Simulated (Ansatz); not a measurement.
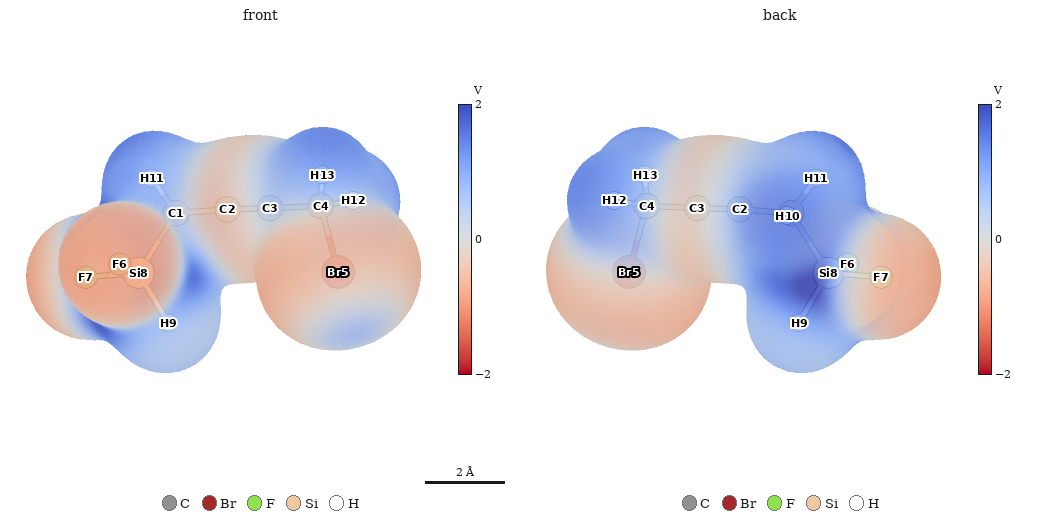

C4H5BrF2Si. The molecular electrostatic potential painted on the density surface at 0.002 e/bohr³, seen from the front and from behind; red is negative and blue positive.

Geometry: B3LYP/def2-SVP.

Computed with Ansatz, isolated molecule in a Gaussian basis; Kohn-Sham density functional theory, functional PBE0.

```yaml
atoms:
  - { symbol: C, position_ang: [-0.0270, -0.1274, 1.6712] }
  - { symbol: C, position_ang: [0.0471, 1.0013, 0.7556] }
  - { symbol: C, position_ang: [0.1336, 1.9106, -0.0443] }
  - { symbol: C, position_ang: [0.2305, 3.0050, -0.9820] }
  - { symbol: Br, position_ang: [1.0276, 2.4631, -2.7267] }
  - { symbol: F, position_ang: [2.5234, -1.2963, 1.1372] }
  - { symbol: F, position_ang: [0.6377, -2.8490, 2.0233] }
  - { symbol: Si, position_ang: [0.9410, -1.6050, 1.0318] }
  - { symbol: H, position_ang: [0.6166, -1.9996, -0.3519] }
  - { symbol: H, position_ang: [-1.0734, -0.4479, 1.8268] }
  - { symbol: H, position_ang: [0.3761, 0.1340, 2.6667] }
  - { symbol: H, position_ang: [-0.7529, 3.4216, -1.2375] }
  - { symbol: H, position_ang: [0.8782, 3.8105, -0.6114] }
```

Describe the electrostatic potential map.

Answer. The most negative region (about −0.9 V, or −21 kcal/mol for a unit charge) lies over F6, the most positive (about +1.9 V, or +44 kcal/mol for a unit charge) over Si8. Br5 shows a σ-hole: about +0.7 V, or +16 kcal/mol for a unit charge at the tip opposite its bond, against about −0.6 V, or −14 kcal/mol for a unit charge on its flanks.
